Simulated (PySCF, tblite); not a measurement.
# C6H10OSSi: geometry, infrared bands and NMR shifts

What infrared bands and NMR shifts should C6H10OSSi (`C=C(C#C[SiH2]C)[S@@](C)=O`) show?

Programs: tblite 0.8.0 and PySCF 2.14.0, with density-fitted response routines of our own. Each step states its level of theory. These are calculated values for one molecule in the gas phase, unless marked as measured. Atoms are numbered from 0 throughout.

## Step 1: The molecule as given

19 atoms, charge 0, multiplicity 1; geometry from: force field or distance geometry start.

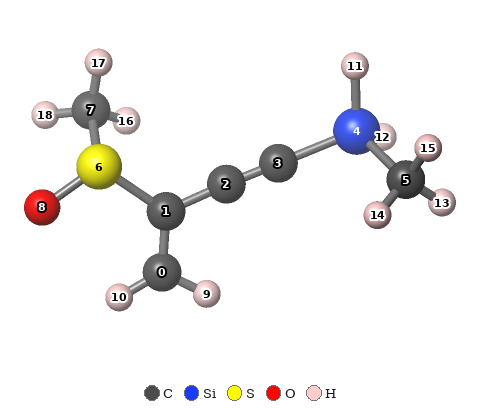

The starting geometry (carbon dark grey, silicon blue, sulfur yellow, oxygen red, hydrogen pink), atoms numbered.

## Step 2: Geometry optimisation with GFN2-xTB

The job: settings as JSON, then the geometry in Å.

```
{"job": {"kind": "relax", "xc": "GFN2-xTB", "basis": "xTB"}, "charge": 0, "multiplicity": 1}
C      1.534800     1.639900    -1.454600
C      1.389400     0.848400    -0.390700
C      0.118600     0.210300    -0.234200
C     -0.978800    -0.288700    -0.128600
Si    -2.632400    -1.045900     0.045400
C     -3.853100     0.369700    -0.022100
S      2.722800     0.597700     0.764600
C      3.102100    -1.161500     0.708100
O      3.949300     1.348300     0.305200
H      0.635400     1.708000    -2.072500
H      2.442200     2.167500    -1.667500
H     -2.682900    -1.783500     1.295900
H     -2.949400    -1.947800    -1.070900
H     -4.508800     0.222500    -0.898500
H     -3.332300     1.358100    -0.088800
H     -4.467700     0.343000     0.915800
H      2.491900    -1.631800    -0.118200
H      2.853300    -1.634900     1.687700
H      4.155900    -1.310200     0.431500
```

Run with:

```bash
> OMP_NUM_THREADS=1 python probes_run.py task.json out
```

One launch serves the whole session: the jobs run in the order shown.

Standard output:

```text
step      E/eV     max force
  0    -730.33904    3.410
  1    -730.64028    1.649
  2    -730.73279    0.640
  3    -730.76732    1.146
  4    -730.78909    1.287
  5    -730.81258    0.481
  6    -730.82798    0.389
  7    -730.84008    0.380
  8    -730.85141    0.219
  9    -730.85870    0.254
 10    -730.86676    0.278
 11    -730.87394    0.271
 12    -730.87955    0.233
 13    -730.88423    0.175
 14    -730.88901    0.222
 15    -730.89375    0.212
 16    -730.89777    0.159
 17    -730.90064    0.124
 18    -730.90320    0.150
 19    -730.90637    0.162
 20    -730.90986    0.170
 21    -730.91280    0.122
 22    -730.91492    0.110
 23    -730.91653    0.095
 24    -730.91813    0.100
 25    -730.91979    0.086
 26    -730.92118    0.090
 27    -730.92224    0.083
 28    -730.92323    0.074
 29    -730.92446    0.106
 30    -730.92604    0.118
 31    -730.92776    0.100
 32    -730.92941    0.107
 33    -730.93093    0.096
 34    -730.93245    0.128
 35    -730.93407    0.132
 36    -730.93557    0.095
 37    -730.93682    0.098
 38    -730.93799    0.081
 39    -730.93928    0.122
 40    -730.94060    0.117
 41    -730.94167    0.061
 42    -730.94233    0.049
 43    -730.94276    0.047
 44    -730.94312    0.055
 45    -730.94344    0.046
 46    -730.94374    0.048
 47    -730.94408    0.046
 48    -730.94450    0.068
 49    -730.94495    0.072
 50    -730.94538    0.048
 51    -730.94578    0.045
 52    -730.94622    0.042
 53    -730.94669    0.063
 54    -730.94715    0.059
 55    -730.94759    0.051
 56    -730.94815    0.053
 57    -730.94895    0.082
 58    -730.95000    0.104
 59    -730.95097    0.082
 60    -730.95157    0.054
 61    -730.95189    0.047
 62    -730.95218    0.038
 63    -730.95251    0.044
 64    -730.95286    0.056
 65    -730.95320    0.047
 66    -730.95353    0.044
 67    -730.95386    0.047
 68    -730.95413    0.051
 69    -730.95442    0.046
 70    -730.95474    0.041
 71    -730.95501    0.031
 72    -730.95521    0.031
 73    -730.95536    0.033
 74    -730.95549    0.022
 75    -730.95560    0.026
 76    -730.95569    0.024
 77    -730.95575    0.018
 78    -730.95582    0.018
 79    -730.95590    0.023
 80    -730.95601    0.031
 81    -730.95612    0.027
 82    -730.95622    0.023
 83    -730.95632    0.020
 84    -730.95643    0.027
 85    -730.95659    0.036
 86    -730.95681    0.038
 87    -730.95705    0.040
 88    -730.95731    0.049
 89    -730.95761    0.049
 90    -730.95805    0.057
 91    -730.95872    0.076
 92    -730.95955    0.071
 93    -730.96027    0.092
 94    -730.96091    0.079
 95    -730.96179    0.075
 96    -730.96304    0.113
 97    -730.96434    0.074
 98    -730.96589    0.200
 99    -730.96829    0.106
100    -730.96970    0.102
101    -730.97116    0.091
102    -730.97297    0.115
103    -730.97533    0.118
104    -730.97470    0.197
105    -730.97767    0.101
106    -730.97831    0.055
107    -730.97896    0.057
108    -730.97974    0.077
109    -730.98051    0.102
110    -730.98138    0.134
111    -730.98222    0.064
112    -730.98273    0.052
113    -730.98314    0.065
114    -730.98354    0.087
115    -730.98411    0.088
116    -730.98469    0.055
117    -730.98533    0.047
118    -730.98565    0.050
119    -730.98623    0.065
120    -730.98693    0.073
121    -730.98708    0.109
122    -730.98768    0.031
123    -730.98784    0.030
124    -730.98808    0.034
125    -730.98831    0.039
126    -730.98873    0.043
127    -730.98909    0.040
128    -730.98943    0.039
129    -730.98979    0.041
130    -730.99030    0.051
131    -730.99093    0.065
132    -730.99120    0.103
133    -730.99197    0.051
134    -730.99237    0.057
135    -730.99286    0.054
136    -730.99328    0.045
137    -730.99374    0.039
138    -730.99410    0.038
139    -730.99438    0.037
140    -730.99464    0.034
141    -730.99491    0.034
142    -730.99518    0.036
143    -730.99551    0.053
144    -730.99599    0.050
145    -730.99658    0.053
146    -730.99727    0.059
147    -730.99791    0.065
148    -730.99874    0.089
149    -730.99952    0.077
150    -731.00059    0.073
151    -731.00128    0.085
152    -731.00215    0.072
153    -731.00286    0.088
154    -731.00405    0.088
155    -731.00502    0.084
156    -731.00615    0.072
157    -731.00762    0.085
158    -731.00944    0.091
159    -731.01143    0.094
160    -731.01230    0.190
161    -731.01506    0.174
162    -731.01787    0.164
163    -731.01336    0.553
164    -731.02109    0.329
165    -731.02499    0.141
166    -731.02967    0.096
167    -731.02890    0.332
168    -731.03444    0.138
169    -731.03656    0.114
170    -731.03837    0.338
171    -731.04035    0.069
172    -731.04093    0.096
173    -731.04148    0.175
174    -731.04205    0.117
175    -731.04282    0.046
176    -731.04322    0.058
177    -731.04367    0.051
178    -731.04401    0.060
179    -731.04442    0.045
180    -731.04467    0.053
181    -731.04500    0.048
182    -731.04538    0.035
183    -731.04572    0.034
184    -731.04605    0.036
185    -731.04633    0.040
186    -731.04656    0.034
187    -731.04677    0.029
188    -731.04697    0.035
189    -731.04730    0.038
190    -731.04791    0.044
191    -731.04837    0.052
192    -731.04869    0.048
193    -731.04905    0.026
194    -731.04916    0.022
195    -731.04929    0.020
196    -731.04939    0.018
197    -731.04946    0.013
198    -731.04952    0.019
199    -731.04957    0.015
200    -731.04960    0.024
201    -731.04963    0.013
202    -731.04965    0.009
```

Wall time 1.6 s (1 thread of Arm Neoverse V2, shared host); peak memory 0.18 GiB.

The steps of the relaxation: (not every step is listed)

```csv
step,energy from step 0 (eV),largest force (eV/Å)
0,0.0000,3.4104
1,-0.3012,1.6487
2,-0.3938,0.6395
3,-0.4283,1.1464
4,-0.4501,1.2870
5,-0.4735,0.4814
6,-0.4889,0.3888
7,-0.5010,0.3796
8,-0.5124,0.2187
26,-0.5821,0.0901
44,-0.6041,0.0546
62,-0.6131,0.0383
80,-0.6170,0.0307
98,-0.6268,0.2005
116,-0.6457,0.0552
134,-0.6533,0.0565
152,-0.6631,0.0716
170,-0.6993,0.3380
188,-0.7079,0.0353
197,-0.7104,0.0132
198,-0.7105,0.0193
199,-0.7105,0.0147
200,-0.7106,0.0236
201,-0.7106,0.0132
202,-0.7106,0.0095
```

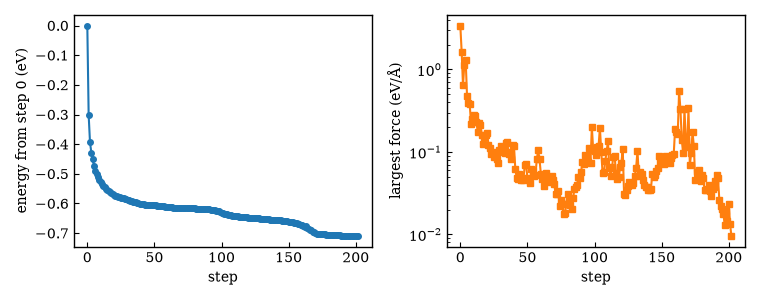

Energy and largest force along the relaxation.

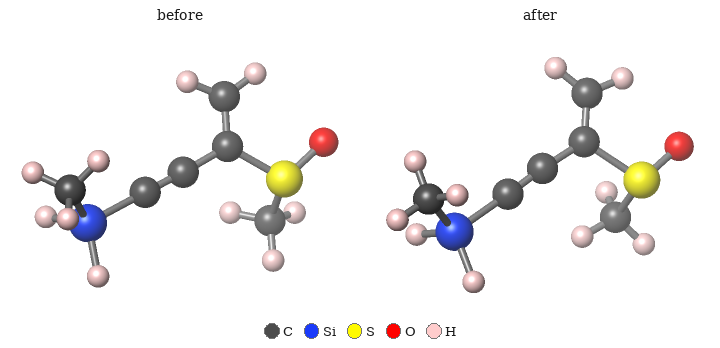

Before and after, at one scale.

Close pairs (by a distance rule), those that changed most:

```csv
bond,before (Å),after (Å),change (Å)
C1–S6,1.782,1.852,+0.070
S6–C7,1.801,1.851,+0.051
S6–O8,1.510,1.462,-0.048
C7–H16,1.130,1.085,-0.045
C5–H15,1.122,1.087,-0.035
C5–H14,1.119,1.087,-0.033
C7–H17,1.116,1.084,-0.032
C1–C2,1.431,1.399,-0.032
```

The final coordinates are the input of the step that follows.

## Step 3: Harmonic vibrations with GFN2-xTB

The job: settings as JSON, then the geometry in Å.

```
{"job": {"kind": "ir", "xc": "GFN2-xTB", "basis": "xTB"}, "charge": 0, "multiplicity": 1}
C      1.773593     1.633570    -1.613766
C      1.392215     0.921329    -0.563623
C      0.150187     0.320796    -0.332720
C     -0.890546    -0.241441    -0.070975
Si    -2.507583    -1.057284     0.301378
C     -3.873622     0.244629     0.114152
S      2.609894     0.694819     0.813359
C      2.770926    -1.123105     0.503688
O      3.849004     1.304944     0.333902
H      1.132900     1.825719    -2.457611
H      2.773810     2.037162    -1.633289
H     -2.445354    -1.562410     1.679165
H     -2.691197    -2.158911    -0.652305
H     -3.909441     0.634244    -0.899691
H     -3.709623     1.085058     0.783225
H     -4.850032    -0.174063     0.342556
H      3.139323    -1.281391    -0.503997
H      1.795831    -1.576442     0.640270
H      3.479912    -1.517972     1.223983
```

Standard output:

```text
mode    cm-1     km/mol
  1      -5.2      0.08
  2      42.7      3.74
  3      57.4      1.83
  4      80.9      0.90
  5     117.5      0.62
  6     138.9      1.59
  7     150.6      0.24
  8     197.7      2.12
  9     217.7     10.91
 10     240.6      2.79
 11     289.7      8.44
 12     308.5      3.18
 13     345.2     10.72
 14     417.7     11.75
 15     463.1     80.07
 16     511.6      3.17
 17     551.8     16.80
 18     564.1      8.97
 19     634.6     29.15
 20     662.7     51.15
 21     675.6    231.79
 22     691.3     13.43
 23     758.6     93.13
 24     780.5    240.74
 25     834.7     78.13
 26     838.3    312.09
 27     884.2     27.30
 28     886.8     22.34
 29     898.4     37.35
 30     973.3     27.03
 31    1135.1    372.73
 32    1147.8      0.43
 33    1280.5      3.38
 34    1374.9      6.66
 35    1379.3      3.54
 36    1436.3      4.73
 37    1449.7      5.85
 38    1488.5      0.16
 39    1489.1      0.05
 40    1668.6      4.49
 41    2206.3    451.03
 42    2221.3    239.45
 43    2259.5     94.57
 44    3034.4     47.09
 45    3034.6     39.12
 46    3038.6      2.57
 47    3052.8      1.06
 48    3064.2      5.55
 49    3075.1      6.97
 50    3088.9      3.02
 51    3122.5     18.48
```

Wall time 0.8 s (1 thread of Arm Neoverse V2, shared host); peak memory 0.18 GiB.

The strongest bands and the atoms that carry them (share of the mass-weighted mode):

```csv
cm⁻¹,km/mol,atoms
676,231.8,"H11 39 %, H12 35 %, H15 10 %"
759,93.1,"C5 38 %, Si4 25 %, H12 11 %, H11 11 %"
780,240.7,"H12 37 %, H11 37 %, Si4 16 %"
838,312.1,"H15 39 %, C5 15 %, H14 12 %, H13 12 %"
1135,372.7,"O8 61 %, S6 32 %"
2206,451.0,"H11 52 %, H12 44 %"
2221,239.4,"H12 53 %, H11 44 %"
2260,94.6,"C2 52 %, C3 46 %"
```

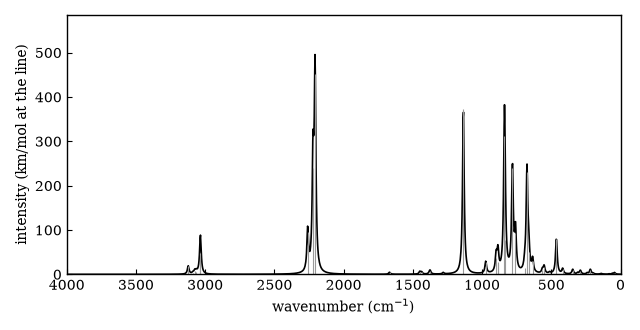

The infrared spectrum from these modes, unscaled. Lines are broadened to a width of 14 cm⁻¹ (Lorentzian).

## Step 4: NMR shieldings: PBE0/pcSseg-1

Settings changed since step 3:

```diff
@@ -1,2 +1,2 @@
-{"job": {"kind": "ir", "xc": "GFN2-xTB", "basis": "xTB"}, "charge": 0, "multiplicity": 1}
+{"job": {"kind": "nmr", "xc": "PBE0", "basis": "pcSseg-1"}, "charge": 0, "multiplicity": 1}
 C      1.773593     1.633570    -1.613766
```

With the program's defaults for keys left out, this is: GIAO PBE0/pcSseg-1 NMR shielding, non-relativistic, gas phase.

Standard output:

```text
coarse grid: 17056 points
cycle   1  E = -996.5021784411  dE =  1.278e+00  |g| = 9.538e-01  |ddm| = 4.436e+00
cycle   2  E = -995.7112052014  dE =  7.910e-01  |g| = 2.166e+00  |ddm| = 4.551e+00
cycle   3  E = -996.6611353107  dE = -9.499e-01  |g| = 3.138e-01  |ddm| = 3.862e+00
cycle   4  E = -996.6837054246  dE = -2.257e-02  |g| = 1.129e-01  |ddm| = 5.715e-01
cycle   5  E = -996.6863444359  dE = -2.639e-03  |g| = 5.224e-02  |ddm| = 1.501e-01
cycle   6  E = -996.6869255918  dE = -5.812e-04  |g| = 1.538e-02  |ddm| = 4.769e-02
cycle   7  E = -996.6869774337  dE = -5.184e-05  |g| = 5.849e-03  |ddm| = 1.742e-02
cycle   8  E = -996.6869862275  dE = -8.794e-06  |g| = 1.632e-03  |ddm| = 6.756e-03
final grid: 155848 points
cycle   9  E = -996.7540599337  dE = -2.140e-05  |g| = 1.183e-02  |ddm| = 7.552e-02
cycle  10  E = -996.7540081344  dE =  5.180e-05  |g| = 1.929e-02  |ddm| = 3.705e-02
cycle  11  E = -996.7540893840  dE = -8.125e-05  |g| = 3.877e-03  |ddm| = 2.751e-02
cycle  12  E = -996.7540925081  dE = -3.124e-06  |g| = 5.438e-04  |ddm| = 4.481e-03
cycle  13  E = -996.7540925647  dE = -5.653e-08  |g| = 2.749e-04  |ddm| = 7.022e-04
cycle  14  E = -996.7540925822  dE = -1.755e-08  |g| = 6.734e-05  |ddm| = 2.648e-04
cycle  15  E = -996.7540925831  dE = -8.913e-10  |g| = 3.267e-05  |ddm| = 1.157e-04
cycle  16  E = -996.7540925834  dE = -2.913e-10  |g| = 6.285e-06  |ddm| = 4.214e-05
converged SCF energy = -996.7540925834

GIAO shielding tensors (ppm)
atom      isotropic    diamagn.    paramagn.     s11        s22        s33       span
  0 C       54.639     251.349    -196.709    -72.061     50.920    185.059    257.119
  1 C       34.711     270.837    -236.126    -68.416     52.181    120.368    188.784
  2 C       79.347     257.272    -177.925    -21.587    -16.247    275.875    297.462
  3 C       75.172     262.346    -187.174      8.709     21.685    195.123    186.413
  4 Si     418.306     883.617    -465.310    393.890    408.371    452.658     58.769
  5 C      191.681     252.456     -60.776    187.030    190.592    197.420     10.390
  6 S      170.590    1052.532    -881.941     33.102     76.934    401.736    368.634
  7 C      138.205     253.756    -115.551    105.968    124.409    184.236     78.268
  8 O      258.724     393.093    -134.370     26.129    301.474    448.569    422.440
  9 H       25.041      32.270      -7.229     21.042     24.490     29.591      8.549
 10 H       25.045      31.328      -6.283     21.693     23.692     29.751      8.059
 11 H       27.174      30.132      -2.958     23.363     26.094     32.064      8.701
 12 H       27.105      30.010      -2.905     23.485     25.765     32.066      8.581
 13 H       31.211      30.771       0.440     26.767     28.960     37.907     11.140
 14 H       31.232      31.278      -0.046     26.812     29.139     37.746     10.934
 15 H       31.570      26.038       5.533     27.084     27.918     39.709     12.626
 16 H       29.535      30.789      -1.254     26.820     28.306     33.478      6.658
 17 H       28.949      32.285      -3.336     24.146     29.357     33.342      9.196
 18 H       29.062      28.657       0.405     26.346     26.601     34.238      7.892
```

Run time: 44 s. Hardware: 1 thread of Arm Neoverse V2, shared host; peak memory 0.96 GiB.

Shifts follow as δ = σ(reference) − σ, with reference shieldings (ppm) from runs at the same level and on the same kind of geometry: ¹H TMS 31.72, ¹³C TMS 186.9, ²⁹Si TMS 349.2, ¹⁷O H2O 336.1, ³³S CS2 504. The references are single molecules in the gas phase, so shifts against H2O, NH3, PH3, H3PO4 or CFCl3 are not on the usual liquid scales and can be off by tens of ppm. Atoms listed in one row are averaged.

```csv
atoms,environment,σ (ppm),δ (ppm),δ scaled to CDCl3
C1,fully substituted alkene carbon,34.7,152.2,142.2
C0,terminal =CH2 carbon,54.6,132.3,127.2
C3,alkyne carbon,75.2,111.8,107.2
C2,alkyne carbon,79.3,107.6,103.1
C7,methyl carbon bonded to S,138.2,48.7,41.2
C5,methyl carbon bonded to Si,191.7,-4.8,-6.6
H9,hydrogen on a terminal =CH2 carbon,25.04,6.68,6.40
H10,hydrogen on a terminal =CH2 carbon,25.05,6.67,6.40
H12,hydrogen on a silicon bonded to 2 C,27.11,4.61,–
H11,hydrogen on a silicon bonded to 2 C,27.17,4.54,–
"H16, H17, H18",hydrogen on a methyl carbon bonded to S,29.18,2.54,2.50
"H13, H14, H15",hydrogen on a methyl carbon bonded to Si,31.34,0.38,0.46
Si4,"silicon bonded to 2 C, 2 H",418.3,-69.1,–
S6,sulfoxide sulfur,171,333,–
O8,S=O oxygen,258.7,77.4,–
```

The scaled column applies a straight-line fit of computed shieldings to shifts measured in CDCl3, with any fitted terms for Cl, Br or S neighbours (root-mean-square error 0.16 ppm for H, 1.9 ppm for C).

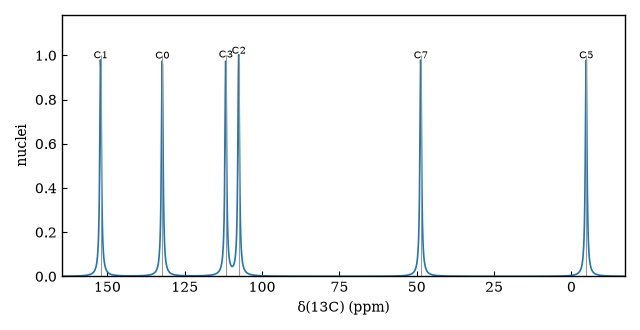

¹³C lines at the computed shifts, without couplings. Lines are broadened to a width of 0.63 ppm (Lorentzian).

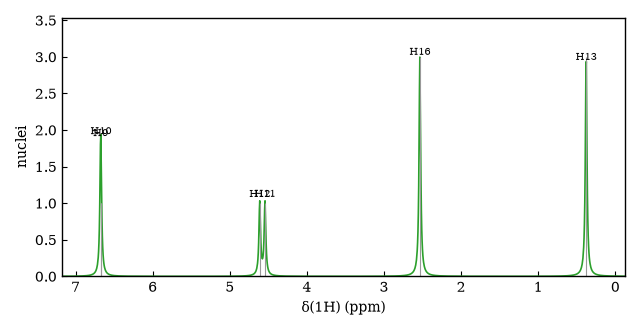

¹H lines at the computed shifts, without couplings. Lines are broadened to a width of 0.03 ppm (Lorentzian).

The run also stored atomic charges by several schemes (e):

```csv
atoms,Mulliken,IAO,Hirshfeld,ESP fit
C0,0.02,-0.28,-0.07,-0.27
C1,-0.77,-0.18,-0.02,0.14
C2,0.42,-0.03,-0.05,-0.17
C3,-0.41,-0.34,-0.15,-0.22
Si4,0.65,0.79,0.37,0.68
C5,-0.63,-0.71,-0.21,-0.60
S6,0.70,1.11,0.35,0.30
C7,-0.40,-0.57,-0.13,-0.41
O8,-0.61,-0.89,-0.34,-0.42
```

Mulliken charges:

C0 0.02; C1 -0.77; C2 0.42; C3 -0.41; Si4 0.65; C5 -0.63; S6 0.70; C7 -0.40; O8 -0.61; H9 0.12; H10 0.15; H11 -0.08; H12 -0.08; H13 0.15; H14 0.15; H15 0.14; H16 0.16; H17 0.16; H18 0.16

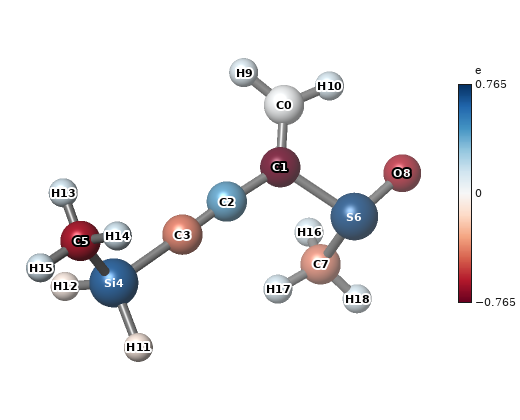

Mulliken charges, as colours on the atoms.

Mayer bond orders: C0–C1 1.95, C1–C2 0.91, C2–C3 2.25, C3–Si4 0.98, Si4–C5 0.96, C1–S6 0.87, S6–C7 0.89, S6–O8 1.54.

## Step 5: Outcome

```
                                                              quantity                                       value
                             strongest single infrared mode (GFN2-xTB)                       2206 cm⁻¹, 451 km/mol
                                          zero-point energy (GFN2-xTB)                               84.7 kcal/mol
                                ¹³C shifts against TMS (PBE0/pcSseg-1)  152.2, 132.3, 111.8, 107.6, 48.7, -4.8 ppm
¹H shifts against TMS (PBE0/pcSseg-1, means over atoms taken as alike)      6.68, 6.67, 4.61, 4.54, 2.54, 0.38 ppm
                               ²⁹Si shifts against TMS (PBE0/pcSseg-1)                                   -69.1 ppm
                                ³³S shifts against CS2 (PBE0/pcSseg-1)                                     333 ppm
                                ¹⁷O shifts against H2O (PBE0/pcSseg-1)                                    77.4 ppm
```

Over 202 steps the energy fell by 0.711 eV; of the close pairs, C1–S6 changed most, 1.782 to 1.852 Å. The lowest mode is slightly imaginary (5i cm⁻¹), a soft motion within the noise of the Hessian, so the minimum is not strictly shown. The strongest single mode, at 2206 cm⁻¹, moves mainly H11 and H12. GFN2-xTB is a fitted tight-binding method: band positions and strengths are rough. Its intensities can rank the bands wrongly. The most deshielded carbon is C1 (fully substituted alkene carbon), at 152.2 ppm: the olefinic region. At PBE0/pcSseg-1: The widest tensor belongs to O8: span 422 ppm, with a paramagnetic part of -134 ppm.
